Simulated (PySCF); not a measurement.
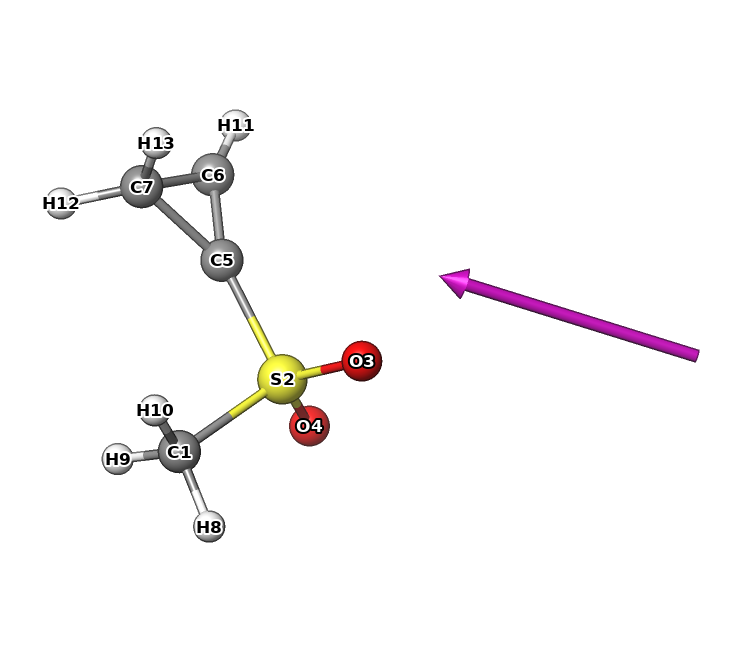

The arrow beside the molecule shows the direction of the dipole moment, from the negative to the positive end (its length means nothing). Computed geometry: GFN2-xTB optimisation. No frequency run is at hand to confirm it as a minimum. Level of theory: CAM-B3LYP/def2-SVPD, gas phase (PySCF 2.14.0).

Question: How large is the dipole moment?

Answer: 4.62 D; it points from the side of O3, O4 to the side of H12 (the outermost atoms at the two ends).
